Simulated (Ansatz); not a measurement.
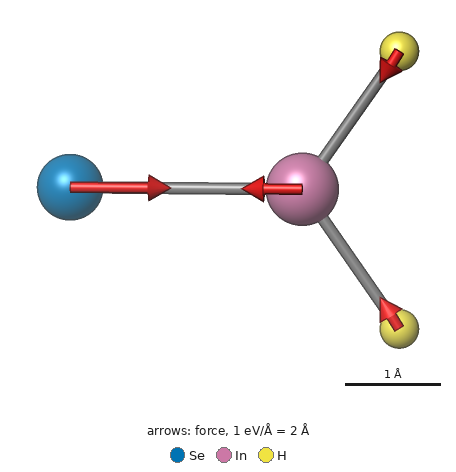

Starting geometry of InH₂Se (charge −1) with the computed forces as red arrows. Style: ball-and-stick. Shown face on.

It is one of the separated reactants of a reaction.

Theory: RKS PBE0-D4/def2-TZVPD (Ansatz 0.2.0).

Input file:
```yaml
crystal:
  periodic: [false, false, false]
  atoms:
    - {symbol: Se, position_ang: [-1.908714, 0.695402, -1.187337]}
    - {symbol: In, position_ang: [0.081623, -0.029738, 0.050776]}
    - {symbol: H, position_ang: [0.723541, -1.701543, 0.072095]}
    - {symbol: H, position_ang: [1.103550, 1.035879, 1.064466]}
basis:
  gaussian: {orbitals: def2-TZVPD}
total_charge: -1
hamiltonian: {xc: pbe0, dispersion: d4}
relax: {f_tol: 0.005, max_steps: 200}
```

Launched with:
```bash
ansatz run in.yaml --threads 2 --pin off --events-out ev --progress --plain --max-ram 4352MiB
```

Question: What follows when this structure is relaxed?

Answer: It isn't relaxed: the largest force vector, on Se1, is 0.54 eV/Å. The atoms end up moving mostly along the starting forces (cosine between the two patterns 0.91). The atom that moves furthest after the best rigid fit is Se1 (0.033 Å). Largest moves by element: Se 0.033 Å, H 0.025 Å, In 0.009 Å. Among the contacts that change: Se1–In2 2.454 → 2.411 Å, In2–H3 1.791 → 1.772 Å. After 3 accepted moves (4 points after the start) the energy has fallen by 0.016 eV. Largest force component: 0.44 eV/Å at the start, 0.0022 eV/Å at the end. The line search rejected the trial step at point 3 of the run.
